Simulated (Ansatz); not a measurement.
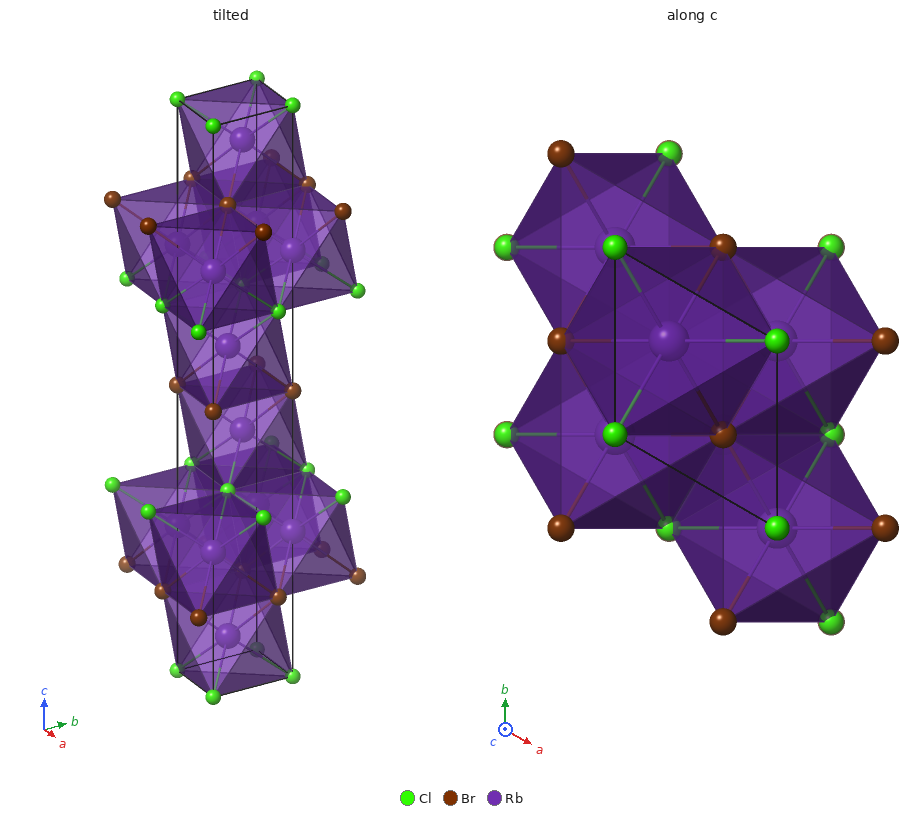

The crystal in a polyhedral representation, seen slightly off an axis and along the c axis. Atoms at the boundary of the conventional unit cell (the box) are drawn once for each face, edge or corner they touch. A few atoms beyond the faces are included.

Rb2BrCl, space group R-3m (No. 166), a = 4.707 Å, b = 4.707 Å, c = 23.462 Å, α = 90.00°, β = 90.00°, γ = 120.00°. The model was built from a structure type filled with these elements by a generator (whether the compound takes this form wasn't checked). The cell was then strained or its atoms displaced on purpose. A calculation with Ansatz used it as input.

This one geometry was computed with Ansatz (DFT, plane waves, PAW) at three levels of theory: PBE, r2SCAN and HSE06. It was relaxed with r2SCAN and then strained.

Question: How does the band gap change with the level of theory?

Answer: PBE: a gap of 4.51 eV, direct; r2SCAN: a gap of 5.10 eV, direct; HSE06: a gap of 5.69 eV, direct.

Question: Collect the results in a table.

Answer:
| level | cutoff (eV) | k-mesh of the run's cell | gap (eV) | pressure (GPa) |
| --- | --- | --- | --- | --- |
| PBE | 420 | 6×6×6 | 4.51 | 1.1 |
| r2SCAN | 500 | 6×6×6 | 5.10 | 0.5 |
| HSE06 | 420 | 4×4×4 | 5.69 | 0.8 |

Gaps are taken on the k-mesh or band path of each run.
